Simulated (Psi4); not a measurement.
# SnNH4Cl (SMILES [NH2][SnH2][Cl]) at r2SCAN/def2-SVP (core potential)

What is the vertical ionisation energy of SnNH4Cl at r2SCAN/def2-SVP (core potential)? 

The results are computed with Psi4 1.11.

22 further runs of the same task are left out: 20 that didn't finish, 2 set aside as unsound or not needed.

### Step 1. Starting point

SnNH4Cl: 7 atoms, total charge 0, spin state singlet. SMILES: `[NH2][SnH2][Cl]`. Geometry: relaxed at PBE0-D4/def2-TZVP. This is one conformer, not always the lowest.

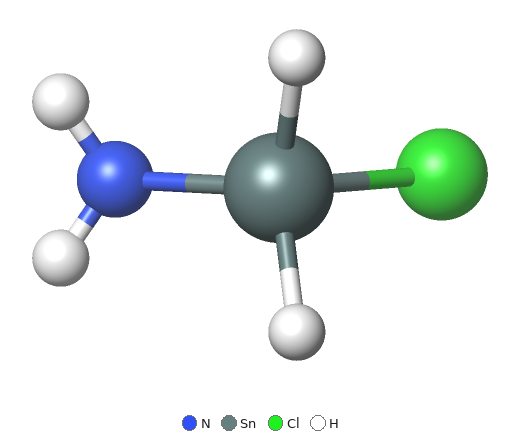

The structure, seen from a chosen angle (nitrogen blue, tin teal, chlorine green, hydrogen white).

### Step 2. Energy and gradient at r2SCAN/def2-SVP (core potential)

Contents of clh4nsn.py:

```python
import psi4

psi4.set_memory('2200 MB')
psi4.set_num_threads(1)
psi4.core.set_output_file('run.log', False)

molecule = psi4.geometry("""
0 1
N
Sn 1 2.002434
Cl 2 2.335369 1 106.55202
H 1 1.008907 2 116.4234 3 113.96277
H 1 1.008862 4 109.88019 2 -135.09742
H 2 1.700375 1 110.87595 5 131.9995
H 2 1.700417 6 116.99946 1 128.54451
units angstrom
symmetry c1
no_reorient
no_com
""")

options = {'reference': 'rks', 'puream': True, 'e_convergence': 1e-09, 'd_convergence': 1e-08, 'scf_type': 'pk', 'dft_radial_points': 99, 'dft_spherical_points': 590}
psi4.set_options(options)

e, wfn = psi4.gradient('r2scan/def2-SVP', molecule=molecule, return_wfn=True)
psi4.oeprop(wfn, 'WIBERG_LOWDIN_INDICES', 'LOWDIN_CHARGES', 'MULLIKEN_CHARGES', title='R2SCAN')
print('gradient / Eh bohr^-1')
print(e.np.round(6))
print(f'energy = {wfn.energy():.10f} Eh')
```

The run is started by

```console
python clh4nsn.py
```

run.log:

```text
[...]
    !!!  WARNING: ECP capability is in beta. Please check occupations closely.  !!!
[...]
  Running in c1 symmetry.
[...]
  Nuclear repulsion =  186.923676448726980
[...]
  Multiplicity = 1
[...]
  Nalpha       = 25
  Nbeta        = 25
[...]
    Number of basis functions: 78
[...]
   @RKS iter   1:  -731.15449856410919   -1.10730e+00   1.12486e-02 ADIIS/DIIS
[...]
   @RKS iter  12:  -731.50811841389304   -1.59162e-12   3.29281e-09 DIIS
[...]
    Orbital Energies [Eh]
    ---------------------
    Doubly Occupied:
       1A   -101.135161     2A    -14.162712     3A     -9.335101
       4A     -7.083742     5A     -7.077012     6A     -7.076932
       7A     -5.068246     8A     -3.409754     9A     -3.406501
      10A     -3.405891    11A     -1.002351    12A     -0.998879
      13A     -0.996229    14A     -0.992803    15A     -0.992326
      16A     -0.790639    17A     -0.739094    18A     -0.490822
      19A     -0.452390    20A     -0.352834    21A     -0.329111
      22A     -0.327338    23A     -0.269087    24A     -0.265399
      25A     -0.229950
[...]
  @RKS Final Energy:  -731.50811841389304
   => Energetics <=
    Nuclear Repulsion Energy =            186.9236764487269795
    One-Electron Energy =               -1461.3532254544502393
    Two-Electron Energy =                 597.6972538590208615
    DFT Exchange-Correlation Energy =     -54.7758232671907237
    Empirical Dispersion Energy =           0.0000000000000000
    VV10 Nonlocal Energy =                  0.0000000000000000
    Total Energy =                       -731.5081184138930439
[...]
 Multipole Moments:
 ------------------------------------------------------------------------------------
     Multipole            Electronic (a.u.)      Nuclear  (a.u.)        Total (a.u.)
 ------------------------------------------------------------------------------------
 L = 1.  Multiply by 2.5417464519 to convert [e a0] to [Debye]
 Dipole X            :          0.0006616           -0.0001816            0.0004799
 Dipole Y            :         27.7852205          -26.4181292            1.3670913
 Dipole Z            :          6.9634609           -7.4464762           -0.4830153
 Magnitude           :                                                    1.4499113
[...]
  -Total Gradient:
     Atom            X                  Y                   Z
    ------   -----------------  -----------------  -----------------
       1        0.000026435837     0.003868944159     0.001216670543
       2        0.000005750624    -0.006656732243    -0.004048804140
       3       -0.000002966843     0.008814909351    -0.002808549830
       4        0.005853301699    -0.002333838839     0.003646439716
       5       -0.005889437038    -0.002337909837     0.003667334371
       6        0.002008362374    -0.001179424374    -0.000733357556
       7       -0.002001396778    -0.001173911204    -0.000721278384
[...]
  Mulliken Charges: (a.u.)
   Center  Symbol    Alpha    Beta     Spin     Total
       1     N     3.72751  3.72751  0.00000 -0.45501
       2    SN    10.66490 10.66490  0.00000  0.67020
       3    CL     8.66039  8.66039  0.00000 -0.32079
       4     H     0.42874  0.42874  0.00000  0.14252
       5     H     0.42875  0.42875  0.00000  0.14249
       6     H     0.54486  0.54486  0.00000 -0.08972
       7     H     0.54485  0.54485  0.00000 -0.08969
   Total alpha = 25.00000, Total beta = 25.00000, Total charge = -0.00000
  Lowdin Charges: (a.u.)
[...]
```

On the terminal:

```text
gradient / Eh bohr^-1
[[ 2.600e-05  3.869e-03  1.217e-03]
 [ 6.000e-06 -6.657e-03 -4.049e-03]
 [-3.000e-06  8.815e-03 -2.809e-03]
 [ 5.853e-03 -2.334e-03  3.646e-03]
 [-5.889e-03 -2.338e-03  3.667e-03]
 [ 2.008e-03 -1.179e-03 -7.330e-04]
 [-2.001e-03 -1.174e-03 -7.210e-04]]
energy = -731.5081184139 Eh
```

It took 22 s on 1 thread of Intel Xeon 6975P-C (Granite Rapids), shared host; peak memory 1.2 GiB.

### Step 3. The doublet cation at the same level

Contents of clh4nsn.json:

```json
{
 "schema_name": "qcschema_input",
 "schema_version": 1,
 "molecule": {
  "schema_name": "qcschema_molecule",
  "schema_version": 2,
  "symbols": ["N", "Sn", "Cl", "H", "H", "H", "H"],
  "geometry": [-1.83832557, -0.0379835, -1.57829926, 1.062593, 0.07823466, 0.848676, 1.59946419, -4.03173069, 2.36404738, -3.40812107, 0.91746203, -1.07052985, -1.42938884, 0.31218276, -3.4071762, 0.32654467, 1.84588448, 3.42909703, 3.80288485, 0.78763785, -0.67217558],
  "molecular_charge": 1,
  "molecular_multiplicity": 2,
  "fix_symmetry": "c1"
 },
 "driver": "gradient",
 "model": {
  "method": "r2scan",
  "basis": "def2-SVP"
 },
 "keywords": {
  "reference": "uks",
  "puream": true,
  "e_convergence": 1e-09,
  "d_convergence": 1e-08,
  "scf_type": "pk",
  "dft_radial_points": 99,
  "dft_spherical_points": 590,
  "maxiter": 100,
  "scf_properties": ["QUADRUPOLE", "MULLIKEN_CHARGES", "DIPOLE"]
 }
}
```

The run is started by

```console
psi4 --qcschema clh4nsn.json -n 1 --memory 2200MB
```

stdout, cut to the lines that bear on the results:

```text
[...]
    !!!  WARNING: ECP capability is in beta. Please check occupations closely.  !!!
[...]
  Running in c1 symmetry.
[...]
  Nuclear repulsion =  186.923705874778818
[...]
  Multiplicity = 2
[...]
  Nalpha       = 25
  Nbeta        = 24
[...]
    Number of basis functions: 78
[...]
   @UKS iter   1:  -730.75018154728025   -7.08281e-01   1.09981e-02 DIIS/ADIIS
[...]
   @UKS iter 100:  -731.15737771200475   -7.27596e-12   5.77615e-09 DIIS
[...]
   @S^2 Observed:                7.581096947E-01
[...]
  @UKS Final Energy:  -731.15737771200475
   => Energetics <=
    Nuclear Repulsion Energy =            186.9237058747788183
    One-Electron Energy =               -1449.6846810548204303
    Two-Electron Energy =                 586.0516477172113810
    DFT Exchange-Correlation Energy =     -54.4480502491744716
    Empirical Dispersion Energy =           0.0000000000000000
    VV10 Nonlocal Energy =                  0.0000000000000000
    Total Energy =                       -731.1573777120047453
[...]
 Multipole Moments:
[...]
  Mulliken Charges: (a.u.)
   Center  Symbol    Alpha    Beta     Spin     Total
       1     N     3.99463  3.15118  0.84345 -0.14582
       2    SN    10.61027 10.66808 -0.05782  0.72165
       3    CL     8.64623  8.46653  0.17970 -0.11276
       4     H     0.36998  0.39873 -0.02875  0.23130
       5     H     0.37063  0.39822 -0.02760  0.23115
       6     H     0.48876  0.48668  0.00208  0.02456
       7     H     0.51951  0.43057  0.08894  0.04993
   Total alpha = 25.00000, Total beta = 24.00000, Total charge =  1.00000
[...]
  -Total Gradient:
     Atom            X                  Y                   Z
    ------   -----------------  -----------------  -----------------
       1        0.011304141984    -0.009330674611     0.015063472526
       2       -0.044741025203     0.002391663284    -0.048842105235
       3        0.000127104774     0.002501291452     0.001996999732
       4        0.021481273381    -0.002565391274    -0.001688441803
       5        0.002881509819     0.005256360846     0.021859748387
       6        0.006025078369    -0.000383192282     0.003725377415
       7        0.003069646023     0.001196010919     0.008104974157
[...]
```

The result, in JSON:

```text
{
 "driver": "gradient",
 "model": {
  "method": "r2scan",
  "basis": "def2-SVP"
 },
 "success": true,
 "return_result": [0.01130414198446833, -0.009330674611210843, 0.015063472526088195, -0.04474102520272347, 0.0023916632841788216, -0.04884210523504423, 0.00012710477358125402, 0.0025012914523052376, 0.001996999732406843, 0.0214812733810949, -0.002565391273753298, -0.001688441802836102, 0.0028815098189119287, 0.00525636084642786, 0.02185974838737914, 0.0060250783687006565, -0.00038319228237534975, 0.003725377414779435, 0.003069646022767075, 0.001196010919079414, 0.00810497415720067],
 "properties": {
  "calcinfo_nbasis": 78,
  "calcinfo_nmo": 78,
  "calcinfo_nalpha": 25,
  "calcinfo_nbeta": 24,
  "calcinfo_natom": 7,
  "nuclear_repulsion_energy": 186.92370587477882,
  "return_energy": -731.1573777120047,
  "return_gradient": [0.01130414198446833, -0.009330674611210843, 0.015063472526088195, -0.04474102520272347, 0.0023916632841788216, -0.04884210523504423, 0.00012710477358125402, 0.0025012914523052376, 0.001996999732406843, 0.0214812733810949, -0.002565391273753298, -0.001688441802836102, 0.0028815098189119287, 0.00525636084642786, 0.02185974838737914, 0.0060250783687006565, -0.00038319228237534975, 0.003725377414779435, 0.003069646022767075, 0.001196010919079414, 0.00810497415720067],
  "scf_one_electron_energy": -1449.6846810548204,
  "scf_two_electron_energy": 586.0516477172114,
  "scf_xc_energy": -54.44805024917447,
  "scf_dipole_moment": [-1.3245614704674802, 1.4771818246261645, -1.5777215866558696],
  "scf_total_energy": -731.1573777120047,
  "scf_total_gradient": [0.01130414198446833, -0.009330674611210843, 0.015063472526088195, -0.04474102520272347, 0.0023916632841788216, -0.04884210523504423, 0.00012710477358125402, 0.0025012914523052376, 0.001996999732406843, 0.0214812733810949, -0.002565391273753298, -0.001688441802836102, 0.0028815098189119287, 0.00525636084642786, 0.02185974838737914, 0.0060250783687006565, -0.00038319228237534975, 0.003725377414779435, 0.003069646022767075, 0.001196010919079414, 0.00810497415720067],
  "scf_iterations": 100
 }
}
```

Run time: 3.2 min. Hardware: 1 thread of Intel Xeon 6975P-C (Granite Rapids), shared host; peak memory 1.2 GiB.

### Step 4. What came out

Level: r2SCAN/def2-SVP (core potential).

| quantity | value |
| --- | --- |
| singlet SnNH4Cl: total energy | -731.50812 Eh |
| singlet SnNH4Cl: dipole moment | 3.69 D |
| singlet SnNH4Cl: HOMO energy | -6.26 eV |
| singlet SnNH4Cl: LUMO energy | -0.78 eV |
| singlet SnNH4Cl: HOMO–LUMO gap | 5.48 eV |
| singlet SnNH4Cl: largest force on an atom | 0.476 eV/Å |
| doublet cation: total energy | -731.15738 Eh |
| doublet cation: HOMO energy (highest over α and β) | -12.53 eV |
| doublet cation: LUMO energy (lowest over α and β) | -12.50 eV |
| doublet cation: ⟨S²⟩ | 0.758 |
| doublet cation: largest force on an atom | 3.408 eV/Å |
| vertical ionisation energy (to the doublet cation) | 9.544 eV |

The vertical ionisation energy comes to 9.54 eV (220 kcal/mol). The largest force (singlet SnNH4Cl) is 0.48 eV/Å: the shape isn't a stationary point for this species at this level. −ε(HOMO) before ionisation, 6.26 eV, is 3.29 eV below this ionisation energy. Mulliken charges (singlet SnNH4Cl) run from -0.46 on N1 to +0.67 on Sn2; they depend strongly on the basis. Mulliken charges (doublet cation) run from -0.15 on N1 to +0.72 on Sn2.
